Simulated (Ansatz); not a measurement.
Geometry optimisation.

```
crystal:
  lattice:
    - [3.413413, 0.0, 0.0]
    - [-1.706706, 2.956105, 0.0]
    - [0.0, 0.0, 8.924576]
  atoms:
    - { symbol: W, position: [0.3333, 0.6667, 0.141] }
    - { symbol: W, position: [0.6667, 0.3333, 0.859] }
    - { symbol: Se, position: [0.3333, 0.6667, 0.667] }
    - { symbol: Se, position: [0.6667, 0.3333, 0.333] }
    - { symbol: C, position: [0.0, 0.0, 0.0] }
  symmetry: { tolerance: 0.0003 }
kpoints:
  mp_grid: { grid: [6, 6, 2], shift: [0, 0, 0] }
magnetization:
  spin_polarized: false
scf:
  occupations: { method: fermi_dirac, width: 0.0399 }
  lower_state_search: light
hamiltonian:
  pseudopotentials: { kind: paw }
  xc: r2scan
basis:
  ecutwfc: 500
output:
  forces: true
  stress: true
  eigenvalues: true
relax:
  max_steps: 40
  cell: {}
```

Launched with:
```bash
ansatz run input.yaml --threads 1 --pin off --max-ram 2560MiB --backend cpu --events-out ev --progress --plain --runs-dir out
```

Question: How does the optimisation go?

Answer: The optimisation met its thresholds at geometry 6, counting the start as the first. The energy fell by about 320 meV/atom from the first step to the last. The largest force component goes from about 3.8 eV/Å at the start to 10⁻³ eV/Å at the end. The volume shrinks from 18.0 to 17.4 Å³ per atom (−3 %), overshooting to 16.6 at step 2, as the pressure goes from −18 GPa to about 0 GPa.

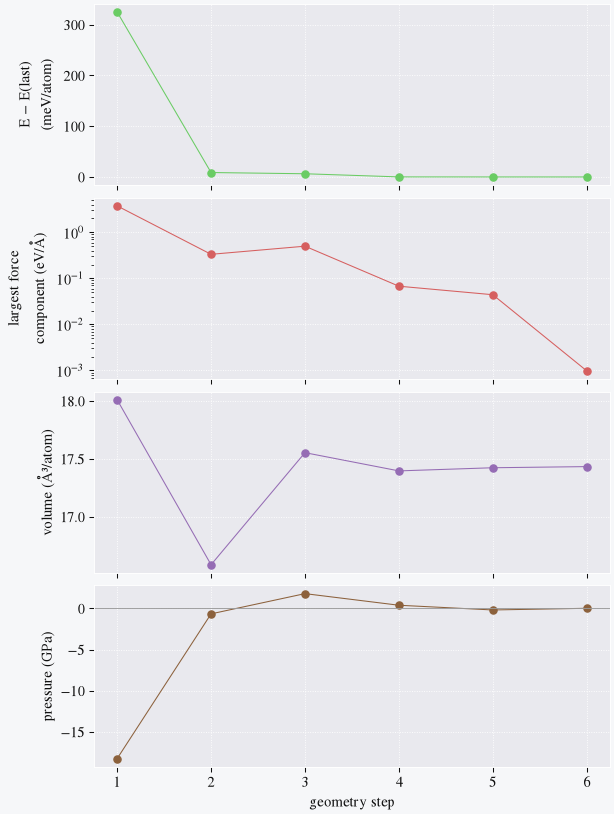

History of the run, step by step. Atoms and cell relax. A closing SCF on a freshly chosen basis isn't drawn.
